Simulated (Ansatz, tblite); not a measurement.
**Ge(NCS)H3 (CH3GeNS): which spin state is lowest**

Aim: set other spin states of Ge(NCS)H3 (CH3GeNS) against its singlet, on many levels of theory.

The runs use Ansatz 0.2.0, Gaussian basis; as each input shows.

Plan: triplet, at the geometry of the singlet (GFN1-xTB, GFN2-xTB, PBE0-D4/def2-TZVP, PBE-D4/def2-TZVP, r2SCAN-D4/def2-TZVP); the singlet's energies come from earlier runs.

### Step 1. The relaxed structure

The singlet was relaxed beforehand with PBE-D4/def2-SVP.

7 atoms, charge 0, spin multiplicity 1.

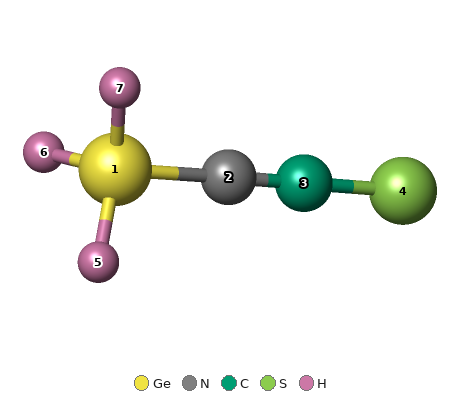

The geometry (germanium yellow, nitrogen grey, carbon teal, sulfur green, hydrogen pink); atoms are numbered from 1 in the order of the file.

### Step 2. Triplet at the fixed geometry, GFN1-xTB

Tight binding, by tblite at 300 K electronic temperature and without a spin-polarisation term:

```python
tblite.interface.Calculator('GFN1-xTB', numbers, positions, charge=0, uhf=2).singlepoint()
```

Energy -328.9254 eV; 0.014 s.

### Step 3. Triplet at the fixed geometry, GFN2-xTB

Tight binding, by tblite at 300 K electronic temperature and without a spin-polarisation term:

```python
tblite.interface.Calculator('GFN2-xTB', numbers, positions, charge=0, uhf=2).singlepoint()
```

Energy -315.7481 eV; 0.011 s.

### Step 4. Triplet at the fixed geometry, PBE0-D4/def2-TZVP

File in.yaml:

```yaml
crystal:
  periodic: [false, false, false]
  atoms:
    - {symbol: Ge, position_ang: [-0.002224, -0.000847, -1.162942]}
    - {symbol: N, position_ang: [-0.013295, 0.016505, 0.669536]}
    - {symbol: C, position_ang: [0.000485, 0.005106, 1.875435]}
    - {symbol: S, position_ang: [0.014692, -0.006546, 3.464227]}
    - {symbol: H, position_ang: [1.478558, -0.001511, -1.607771]}
    - {symbol: H, position_ang: [-0.741627, 1.273766, -1.630258]}
    - {symbol: H, position_ang: [-0.736589, -1.286474, -1.608227]}
basis:
  gaussian: {orbitals: def2-TZVP}
magnetization: {spin_polarized: true, initial_magnetization: 2}
hamiltonian: {xc: pbe0, dispersion: d4}
scf: {omitted_lower_state_checks: [starts]}
output: {orbitals: {seedname: orbitals}}
```

On the command line:

```sh
$ ansatz run in.yaml --threads 4 --pin off --events-out ev --progress --plain --max-ram 3916MiB
```

The log of the run:

```text
Functional definition: PBE0
  name "PBE0"
  cite "Adamo & Barone, J. Chem. Phys. 110, 6158 (1999) doi:10.1063/1.478522"
  cite "Perdew, Burke & Ernzerhof, Phys. Rev. Lett. 77, 3865 (1996) doi:10.1103/PhysRevLett.77.3865"
  parent pbe
  parameter a = 0.25
  parameter kappa = 0.804
  parameter beta = 0.06672455060314922
  exchange = (1 - a)*pbe_x(kappa = kappa, mu = beta*pi^2/3) + a*exact_x
  correlation = pbe_c(beta = beta)
these checks for a lower state are left out or cut short: starts
1139 factors; their error is unknown
mean field evaluation 1: about -69904.1022 eV, gradient 4.4e1 eV
mean field evaluation 2: about -69861.8718 eV, gradient 9.2e1 eV
mean field evaluation 4: about -69911.7581 eV, gradient 9.3e0 eV
mean field evaluation 8: about -69912.0736 eV, gradient 1.6e-1 eV
mean field evaluation 16: about -69912.3802 eV, gradient 3.8e-3 eV
mean field evaluation 32: about -69912.3803 eV, gradient 1.9e-2 eV
mean field -69912.38027976 eV, -2569.2325869677 hartree, gradient 6.8e-6 eV, S^2 2.008809; 0 other end points of the search recorded, 0 dependent functions left out
reference -69912.38031015 eV, -2569.2325880845 hartree; 33, 31 occupied and 132, 134 virtual orbitals, 1139 factors
Total energy: -69912.50791856 eV, -2569.2372776071 hartree
Checks for a lower state left out: starts
```

It took 72 s on 4 threads of Intel Xeon at 2.50GHz, shared host; peak memory 0.81 GiB.

Report: HOMO -2.84 eV, LUMO -4.73 eV (over both spins; with the spin held, an empty level of the minority spin lies below the top filled one); ⟨S²⟩ 2.009 (pure: 2.00).

### Step 5. Triplet at the fixed geometry, PBE-D4/def2-TZVP

start.molden holds the orbitals of an earlier run on this state, given as this run's starting guess.

Edit in.yaml of step 4 so:

```diff
@@ -11,5 +11,5 @@
 basis:
-  gaussian: {orbitals: def2-TZVP}
+  gaussian: {orbitals: def2-TZVP, initial_orbitals: start.molden}
 magnetization: {spin_polarized: true, initial_magnetization: 2}
-hamiltonian: {xc: pbe0, dispersion: d4}
+hamiltonian: {xc: pbe, dispersion: d4}
 scf: {omitted_lower_state_checks: [starts]}
```

Launched as before.

The log of the run:

```text
Functional definition: PBE
  name "PBE"
  cite "Perdew, Burke & Ernzerhof, Phys. Rev. Lett. 77, 3865 (1996) doi:10.1103/PhysRevLett.77.3865"
  parent pbe
  parameter kappa = 0.804
  parameter beta = 0.06672455060314922
  exchange = pbe_x(kappa = kappa, mu = beta*pi^2/3)
  correlation = pbe_c(beta = beta)
these checks for a lower state are left out or cut short: starts
1086 factors; their error is unknown
mean field evaluation 1: about -69909.9823 eV, gradient 8.8e0 eV
mean field evaluation 2: about -69910.1281 eV, gradient 2.3e-1 eV
mean field evaluation 4: about -69910.1130 eV, gradient 6.6e-3 eV
mean field evaluation 8: about -69910.1130 eV, gradient 2.7e-4 eV
mean field -69910.11300170 eV, -2569.1492660359 hartree, gradient 6.8e-6 eV, S^2 2.004863; 0 other end points of the search recorded, 0 dependent functions left out
reference -69910.11304114 eV, -2569.1492674854 hartree; 33, 31 occupied and 132, 134 virtual orbitals, 1086 factors
Total energy: -69910.26314615 eV, -2569.1547837427 hartree
Checks for a lower state left out: starts
```

It took 22 s on 4 threads of Intel Xeon at 2.50GHz, shared host.

HOMO -1.75 eV, LUMO -5.76 eV (over both spins; with the spin held, an empty level of the minority spin lies below the top filled one); ⟨S²⟩ 2.005 (pure: 2.00).

### Step 6. Triplet at the fixed geometry, r2SCAN-D4/def2-TZVP

Edit in.yaml of step 5 so:

```diff
@@ -13,3 +13,3 @@
 magnetization: {spin_polarized: true, initial_magnetization: 2}
-hamiltonian: {xc: pbe, dispersion: d4}
+hamiltonian: {xc: r2scan, dispersion: d4}
 scf: {omitted_lower_state_checks: [starts]}
```

The command is unchanged.

The log of the run (excerpt; [...] marks lines left out):

```text
Functional definition: r2SCAN
  name "r2SCAN"
  cite "Furness, Kaplan, Ning, Perdew & Sun, J. Phys. Chem. Lett. 11, 8208 (2020) doi:10.1021/acs.jpclett.0c02405"
  cite "Furness, Kaplan, Ning, Perdew & Sun, J. Phys. Chem. Lett. 11, 9248 (2020) doi:10.1021/acs.jpclett.0c03077"
  parent r2scan
[...]
1086 factors; their error is unknown
[...]
mean field -69924.00263747 eV, -2569.6597007357 hartree, gradient 8.9e-6 eV, S^2 2.010945; 0 other end points of the search recorded, 0 dependent functions left out
reference -69924.00265083 eV, -2569.6597012268 hartree; 33, 31 occupied and 132, 134 virtual orbitals, 1086 factors
Total energy: -69924.03896175 eV, -2569.6610356283 hartree
Checks for a lower state left out: starts
```

It took 43 s on 4 threads of Intel Xeon at 2.50GHz, shared host.

HOMO -1.96 eV, LUMO -5.47 eV (over both spins; with the spin held, an empty level of the minority spin lies below the top filled one); ⟨S²⟩ 2.011 (pure: 2.00).

### Step 7. Triplet less singlet, vertical

The singlet's energies are those of its earlier runs, whose logs aren't repeated here.

| level | triplet less singlet, vertical (eV) | time |
| --- | --- | --- |
| GFN1-xTB | +4.306 | 0.029 s |
| GFN2-xTB | +4.205 | 0.021 s |
| PBE-D4/def2-TZVP | +4.451 | 26 s |
| r2SCAN-D4/def2-TZVP | +4.451 | 50 s |
| PBE0-D4/def2-TZVP | +4.436 | 78 s |

Times add the two runs; a level without a time comes out of a correlated run. Tight binding without a spin term can't rank spin states.

### Step 8. Summary of results

| quantity | value |
| --- | --- |
| triplet less singlet, vertical, functionals in def2-TZVP | +4.436 (PBE0-D4) to +4.451 eV (r2SCAN-D4) |

**Reading.** All functionals put the triplet above the singlet, over a spread of 0.016 eV. The checks for a lower triplet were left out, so another state of that spin may lie lower. These are electronic energies, without zero-point motion, entropy or surroundings.
